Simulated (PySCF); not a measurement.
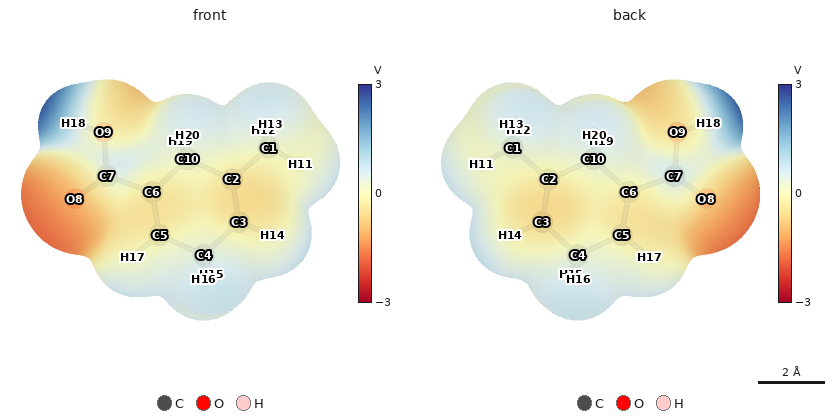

Figure. C8H10O2. The molecular electrostatic potential painted on the density surface at 0.002 e/bohr³, seen from the front and from behind; red is negative and blue positive.

Geometry: GFN2-xTB.

Level of theory: PBE0/pcSseg-1, SCF density, gas phase, non-relativistic in PySCF 2.14.0.

The calculation's input:

```
{"job": {"kind": "nmr", "xc": "PBE0", "basis": "pcSseg-1"}, "charge": 0, "multiplicity": 1}
C     -2.178723     1.599889    -0.231071
C     -1.199460     0.466267    -0.243750
C     -1.534236    -0.762551    -0.605060
C     -0.589793    -1.924254    -0.632816
C      0.786007    -1.555777    -0.208827
C      1.142336    -0.324533     0.158509
C      2.540135    -0.081044     0.559281
O      3.414719    -0.913510     0.587676
O      2.774214     1.198539     0.905864
C      0.192833     0.834919     0.185820
H     -3.162948     1.270737    -0.553270
H     -2.260524     2.017552     0.772190
H     -1.842023     2.397052    -0.893428
H     -2.549147    -0.982543    -0.908251
H     -0.553767    -2.350978    -1.643053
H     -0.965104    -2.724817     0.016984
H      1.530664    -2.340103    -0.202250
H      3.704771     1.299244     1.158675
H      0.166771     1.255539     1.197534
H      0.578126     1.631049    -0.461360
```

Command:

```sh
OMP_NUM_THREADS=1 python probes_run.py task.json out
```

Describe the electrostatic potential map.

Answer. The most negative region (about −1.7 V) lies over O8, the most positive (about +2.5 V) over H18. O8 is the likeliest acceptor of a hydrogen bond.

How polar is the molecule by this calculation?

Answer. Its dipole moment is 2.03 D.
